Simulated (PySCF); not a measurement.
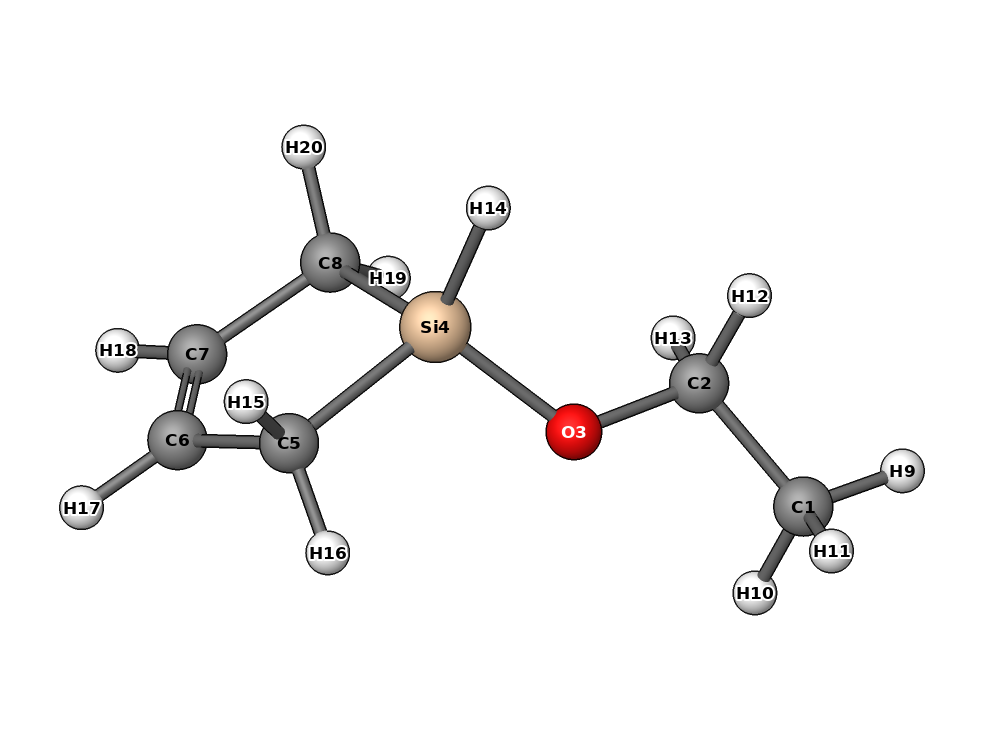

The questions are on isotropic NMR shieldings of the H atoms. The computed structure is the end point of a PBE0-D3(BJ)/def2-SVP optimisation. No frequency run is at hand to confirm it as a minimum. Level of theory: GIAO PBE/pcSseg-1 NMR shielding, non-relativistic, gas phase (PySCF 2.14.0).

List the isotropic NMR shieldings of the H atoms.

```csv
atom,σ (ppm)
H9,30.21
H10,29.82
H11,29.80
H12,27.43
H13,27.37
H14,25.66
H15,29.55
H16,29.51
H17,25.09
H18,25.12
H19,29.50
H20,29.85
```
